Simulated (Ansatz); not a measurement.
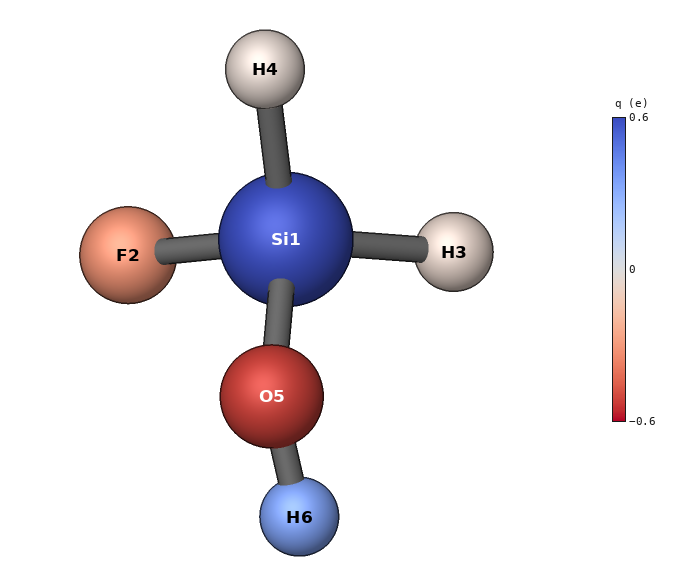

Atoms are coloured by their Mulliken charges. The computed structure is the end point of a PBE0-D4/def2-TZVP optimisation. Properties computed with RKS PBE0-D4/def2-TZVP (Ansatz 0.2.0).

List the Mulliken charges.

```
atom  value (e)
 Si1       0.59
  F2      −0.31
  H3      −0.06
  H4      −0.04
  O5      −0.51
  H6       0.33
```

Mulliken values depend strongly on the basis set and can even reverse the polarity of a bond.
